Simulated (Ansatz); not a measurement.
Input file:

```
crystal:
  periodic: [false, false, false]
  atoms:
    - { symbol: C, position_ang: [3.73282344, 0.26239153, -0.31135811] }
    - { symbol: C, position_ang: [3.61755611, -0.92662471, 0.40316009] }
    - { symbol: C, position_ang: [2.33910683, -1.42770881, 0.7559795] }
    - { symbol: C, position_ang: [1.17284051, -0.72899852, 0.38748828] }
    - { symbol: C, position_ang: [-0.11675053, -1.20917438, 0.7270713] }
    - { symbol: C, position_ang: [-1.29180225, -0.50899776, 0.35541289] }
    - { symbol: C, position_ang: [-2.57248241, -0.98912371, 0.69222656] }
    - { symbol: C, position_ang: [-3.73250936, -0.27063771, 0.3071993] }
    - { symbol: C, position_ang: [-3.61705189, 0.91802328, -0.40791281] }
    - { symbol: C, position_ang: [-2.33835807, 1.42072548, -0.75751263] }
    - { symbol: C, position_ang: [-1.17212251, 0.72369941, -0.38589457] }
    - { symbol: C, position_ang: [0.11754022, 1.20480037, -0.72386153] }
    - { symbol: C, position_ang: [1.29245816, 0.50402272, -0.35323327] }
    - { symbol: C, position_ang: [2.57288859, 0.98308106, -0.69230163] }
    - { symbol: H, position_ang: [4.71940902, 0.64752821, -0.58316876] }
    - { symbol: H, position_ang: [4.51308683, -1.48131444, 0.69635419] }
    - { symbol: H, position_ang: [2.26303675, -2.36363907, 1.31761508] }
    - { symbol: H, position_ang: [-0.2074645, -2.14424308, 1.2903532] }
    - { symbol: H, position_ang: [-2.67783494, -1.92209959, 1.25408408] }
    - { symbol: H, position_ang: [-4.71931834, -0.65735495, 0.57604463] }
    - { symbol: H, position_ang: [-4.51250603, 1.47103101, -0.70448469] }
    - { symbol: H, position_ang: [-2.26211252, 2.35613216, -1.32001763] }
    - { symbol: H, position_ang: [0.20850362, 2.14077479, -1.2855863] }
    - { symbol: H, position_ang: [2.67806541, 1.91652676, -1.25337803] }
total_charge: 2
basis:
  gaussian: { orbitals: def2-TZVP }
hamiltonian:
  xc: pbe0
output:
  orbitals: {}
```

Launched as:

```sh
ansatz run input.yaml --threads 4 --pin off --max-ram 10240MiB --backend cpu --events-out ev --progress --plain --runs-dir out
```

Level of theory: DFT PBE0, Gaussian basis def2-TZVP (Ansatz).

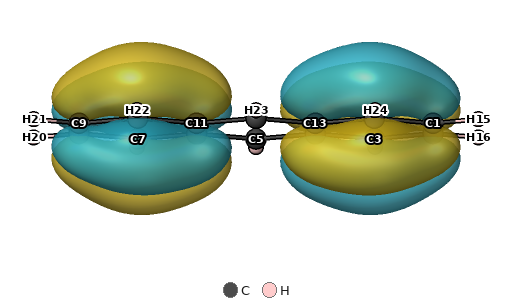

C14H10 (ant) (charge +2). The HOMO−1 at ±0.06 Å⁻³ᐟ² (yellow and cyan are the two phases), seen from one side.

### What is the character of this orbital?

By Hirshfeld shares it lies mainly on C3 (about 15 %), C7 (about 15 %), C14 (about 15 %) and C10 (about 15 %); it changes sign across the molecular plane (π type); it is ungerade (odd under inversion). Its energy is −15.90 eV.
